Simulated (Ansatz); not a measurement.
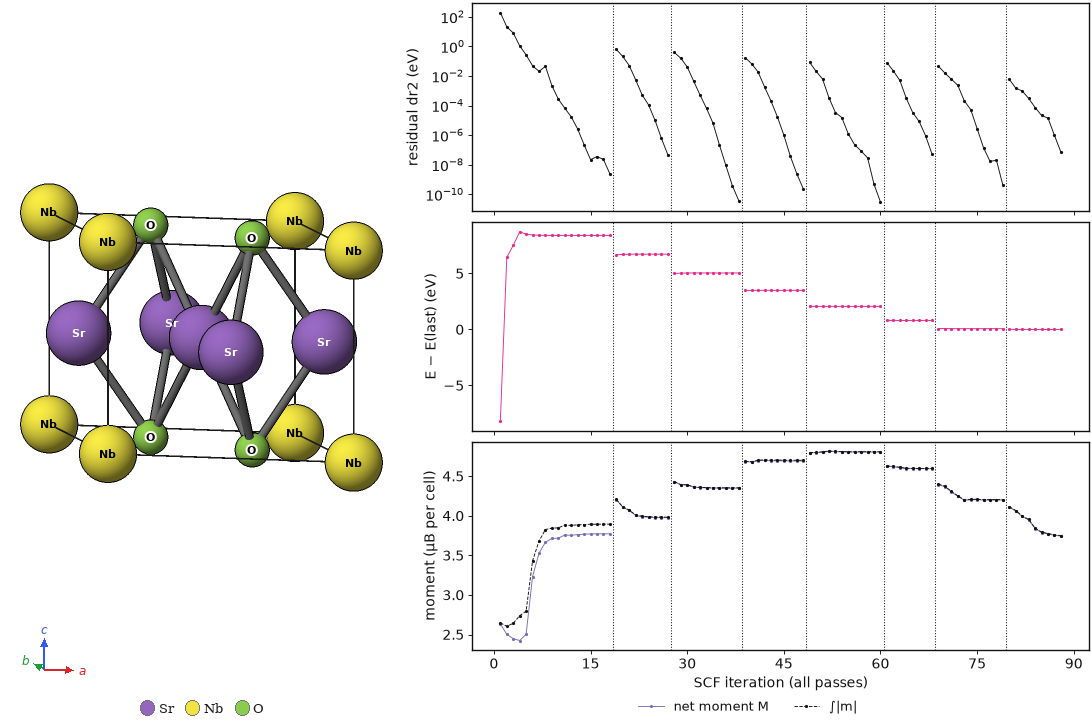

Beside the plot: the structure in its conventional cell.

The plot shows the SCF iterations of a calculation: density residual dr2, Harris–Foulkes energy less its last value, magnetic moments. Each stretch between dotted lines is the SCF of one geometry step of a relaxation. dr2 is the charge part; the magnetisation has a residual of its own.

The run: Sr3NbO2 (P6/mmm, 6 atoms in the cell), by Ansatz, DFT PBE, scalar-relativistic, plane waves, PAW; cutoff 420 eV, 12×12×8 k-mesh, Gaussian smearing of 0.1 eV, collinear spins.

Question: How did this run end?

Answer: It did not finish: the time limit cut it off after 88 iterations in all. There are 8 passes, of 18, 9, 11, 10, 12, 8, 11 and 9 iterations. In pass 8, the residual is still falling at the last step (down to 7 × 10⁻⁸).

Question: What happens to the magnetisation?

Answer: The net moment goes from 2.6 to 3.7 μB per cell, with excursions between 2.4 and 4.8 on the way, though in an unconverged run this needn't be final.
